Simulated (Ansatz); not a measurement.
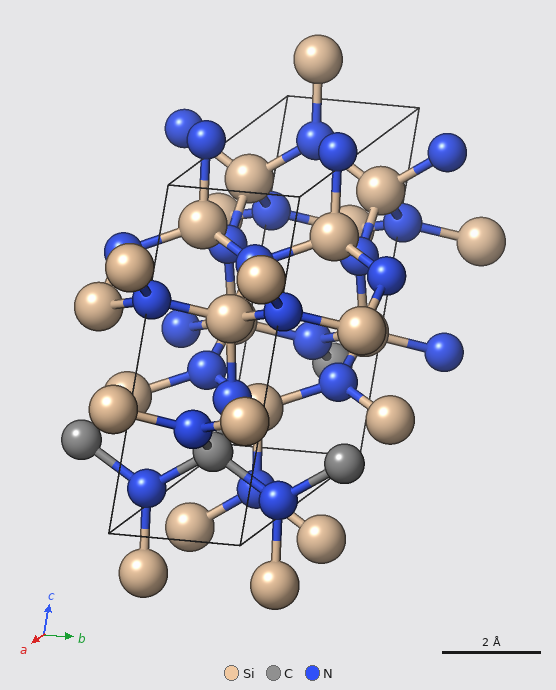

Structure drawing (ball-and-stick), viewed slightly off an axis. The lines enclose the conventional unit cell; boundary atoms appear with their images. Neighbours across the faces are drawn wherever a bond reaches them.

Si5CN8, space group Pm (No. 6), a = 7.395 Å, b = 2.851 Å, c = 7.424 Å, α = 90.00°, β = 119.68°, γ = 90.00°. The structure was taken from a structure type filled with these elements by a generator (whether the compound takes this form wasn't checked). Earlier steps of the study may have refined or changed the cell and positions. An electronic-structure calculation with Ansatz was run on it.

This one geometry was computed with Ansatz (DFT, plane waves, PAW) at four levels of theory: PBE, HSE06, PBE0 and r2SCAN. It was relaxed beforehand with r2SCAN.

> Which level gives the highest pressure at this volume, and what does that say about its equilibrium volume?

Highest: PBE (5.6 GPa), which points to the largest equilibrium volume. Lowest, with the smallest volume: HSE06 (-1.4 GPa) and PBE0 (-1.6 GPa). Levels within 0.5 GPa of each other can't be told apart.

> How does the band gap change with the level of theory?

PBE: a gap of 1.99 eV, indirect; r2SCAN: a gap of 2.33 eV, indirect; HSE06: a gap of 3.44 eV, indirect; PBE0: a gap of 4.20 eV, indirect.

> Collect the results in a table.

| level | cutoff (eV) | k-mesh of the run's cell | gap (eV) | pressure (GPa) |
| --- | --- | --- | --- | --- |
| PBE | 420 | 4×10×4 | 1.99 | 5.6 |
| HSE06 | 420 | 2×6×2 | 3.44 | -1.4 |
| PBE0 | 420 | 2×6×2 | 4.20 | -1.6 |
| r2SCAN | 500 | 4×10×4 | 2.33 | 0.0 |

Gaps are taken on the k-mesh or band path of each run.
